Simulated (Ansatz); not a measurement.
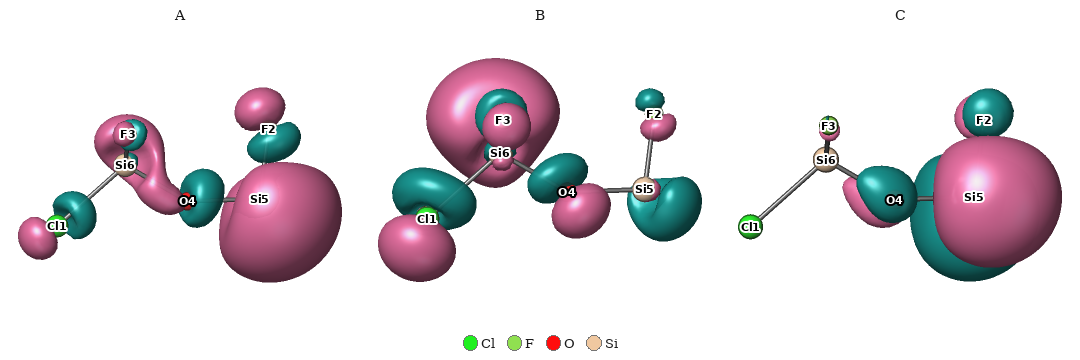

ClF₂OSi₂ (SMILES F[Si]O[Si](F)Cl) (doublet). Three frontier orbitals at ±0.1 Å⁻³ᐟ² (teal and pink are the two phases), in no order.

Geometry: B3LYP/6-31G*.

Level of theory: Ansatz, isolated molecule in a Gaussian basis; Kohn-Sham density functional theory, functional PBE0.

The calculation's input:

```
crystal:
  periodic: [false, false, false]
  atoms:
    - {symbol: Cl, position_ang: [-2.381638, -2.044308, -2.698639]}
    - {symbol: F, position_ang: [0.647766, -0.532125, 1.454912]}
    - {symbol: F, position_ang: [-0.562986, 0.282486, -2.190494]}
    - {symbol: O, position_ang: [-1.351309, -1.026943, -0.035229]}
    - {symbol: Si, position_ang: [-0.966644, -0.694960, 1.556432]}
    - {symbol: Si, position_ang: [-0.837916, -1.189785, -1.600181]}
basis:
  gaussian: {orbitals: def2-TZVPD}
magnetization: {spin_polarized: true, initial_magnetization: 1}
hamiltonian: {xc: pbe0}
output: {forces: true, orbitals: {seedname: orbitals}}
```

Run with:

```sh
ansatz run input.yaml --threads 2 --pin off --max-ram 4350MiB --events-out events.jsonl --progress --plain --runs-dir runs
```

Question: Order the three orbitals by energy and name them. All are α orbitals.

Answer: A is the HOMO−1 (α) (−8.49 eV). Its weight (Hirshfeld) is mainly on Si5 (about 75 %), F2 (about 10 %), Si6 (about 5 %) and O4 (about 5 %). B is the HOMO (α) (−7.20 eV). It lies mainly on Si6 (about 60 %), Cl1 (about 15 %), O4 (about 10 %), Si5 (about 10 %) and F3 (about 5 %). C is the LUMO (α) (−2.29 eV). It lies mainly on Si5 (about 85 %), O4 (about 5 %) and F2 (about 5 %).

Question: What is the gap between the highest occupied and lowest empty α orbitals?

Answer: 4.91 eV between the orbital energies.
